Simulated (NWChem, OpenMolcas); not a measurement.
# O3 (ozone): methods side by side

The species is O3 (3 atoms), meant as a singlet with charge 0. SMILES: `O=[O+][O-]`. Geometry: relaxed at PBE0-D4/def2-TZVP.

```jsonl
{"atom": "O", "x (Å)": "0.8487", "y (Å)": "-0.5359", "z (Å)": "0.4095"}
{"atom": "O", "x (Å)": "-0.2289", "y (Å)": "-0.3176", "z (Å)": "-0.1594"}
{"atom": "O", "x (Å)": "-0.6198", "y (Å)": "0.8535", "z (Å)": "-0.2501"}
```

Each level gives the dipole moment (D). The values are calculated.

Measured value to compare with: NIST CCCBDB gives the dipole moment of the gas as 0.53 D.

```csv
level,kind,program,value (D),computed − measured,CPU time
HF/def2-TZVPP,Hartree–Fock,OpenMolcas,0.85,+0.32,9.9 s
SVWN5/def2-TZVPP,LDA,OpenMolcas,0.65,+0.12,17 s
BLYP/def2-TZVPP,GGA,OpenMolcas,0.65,+0.12,22 s
revPBE/def2-TZVPP,GGA,OpenMolcas,0.65,+0.12,21 s
TPSS/def2-TZVPP,meta-GGA,NWChem,0.65,+0.12,20 s
B3LYP/def2-TZVPP,global hybrid,OpenMolcas,0.69,+0.16,21 s
M06-2X/def2-TZVPP,hybrid meta-GGA,OpenMolcas,0.74,+0.21,25 s
wB97X/def2-TZVPP,range-separated hybrid,NWChem,0.74,+0.21,92 s
```

Nearest: SVWN5/def2-TZVPP (+0.12 D), BLYP/def2-TZVPP (+0.12 D), revPBE/def2-TZVPP (+0.12 D), TPSS/def2-TZVPP (+0.12 D); farthest: HF/def2-TZVPP (+0.32 D). The measured dipole is a vibrational average, so differences of a few hundredths of a debye mean little. Computed less measured by kind, in D (def2-TZVPP rows): Hartree–Fock +0.32; LDA +0.12; GGA +0.12 to +0.12; meta-GGA +0.12; global hybrid +0.16 to +0.21; range-separated hybrid +0.21. Magnitudes only: a small dipole may point the other way at some levels. CPU times are rough (shared hosts, several kinds of processor): they show what a rung costs within a factor of a few.

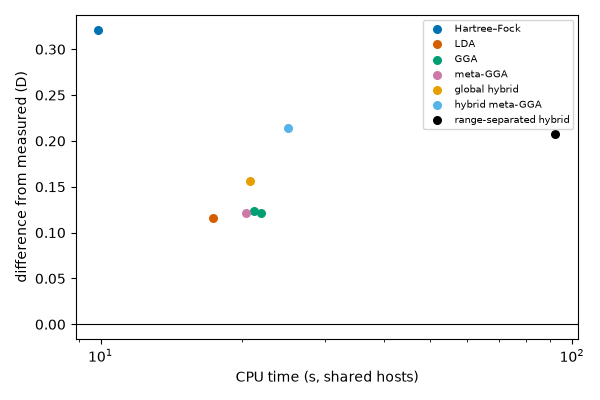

Difference from the measured value against processor time, one point a level.
